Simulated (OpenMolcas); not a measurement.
# GeSiH4O (SMILES [SiH3][O][GeH]): the dipole moment, rung by rung

The species is GeSiH4O (7 atoms), meant as a singlet with charge 0. SMILES: `[SiH3][O][GeH]`. The coordinates come from a PBE0-D4/def2-TZVP relaxation. This is one conformer, not always the lowest.

```xyz
7

Si   -0.7417    0.6509   -0.2965
O     0.5335   -0.1393    0.3737
Ge    1.2614   -1.7562    0.1342
H    -1.4092   -0.1976   -1.3238
H    -0.2609    1.9013   -0.9375
H    -1.7225    0.9881    0.7664
H     2.4008   -1.5151    1.2380
```

Quantity: the dipole moment, in D. The values are calculated.

```
          level             kind     program  value (D)  CPU time
    HF/def2-SVP     Hartree–Fock  OpenMolcas       1.05     7.5 s
  BLYP/def2-SVP              GGA  OpenMolcas       0.74      23 s
revPBE/def2-SVP              GGA  OpenMolcas       0.68      24 s
  TPSS/def2-SVP         meta-GGA  OpenMolcas       0.71      33 s
r2SCAN/def2-SVP         meta-GGA  OpenMolcas       0.70      31 s
 B3LYP/def2-SVP    global hybrid  OpenMolcas       0.85      23 s
 BHLYP/def2-SVP    global hybrid  OpenMolcas       0.98      22 s
M06-2X/def2-SVP  hybrid meta-GGA  OpenMolcas       0.81      26 s
```

All-electron rows without a relativistic Hamiltonian named are non-relativistic. The values span 0.68 to 1.05 D. Magnitudes only. Times are those of the runs behind each value, whatever else they computed, on shared processors of several kinds: orders of magnitude only.

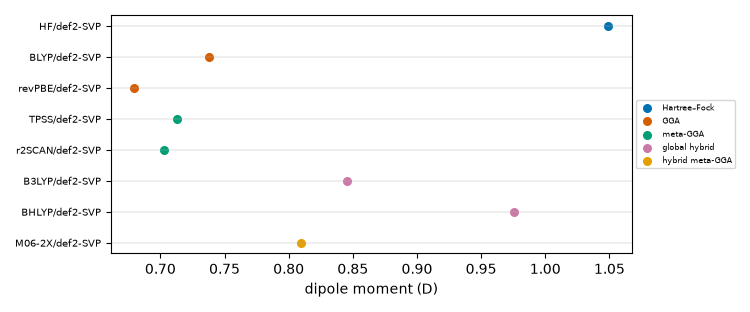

The values of the table, level by level.
